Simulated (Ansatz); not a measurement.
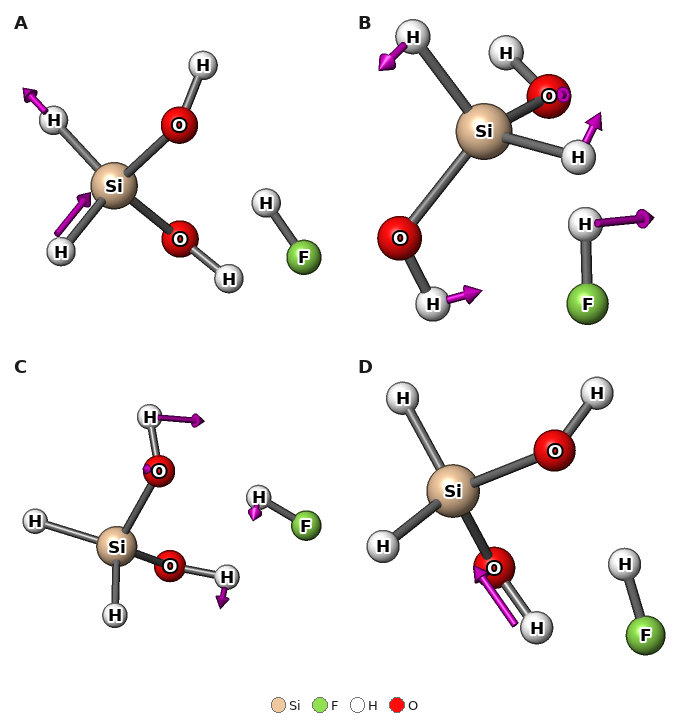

4 normal modes of one molecule or complex, as arrows. Harmonic vibrations computed with RKS PBE0-D4/def2-TZVP (Ansatz 0.2.0) at a stationary point of the same level.

> Match the panels to the wavenumbers 349 cm⁻¹, 801 cm⁻¹, 2273 cm⁻¹, 3856 cm⁻¹.

A: 2273 cm⁻¹, out-of-phase stretching of 2 Si–H bonds
B: 801 cm⁻¹
C: 349 cm⁻¹
D: 3856 cm⁻¹, O–H stretching
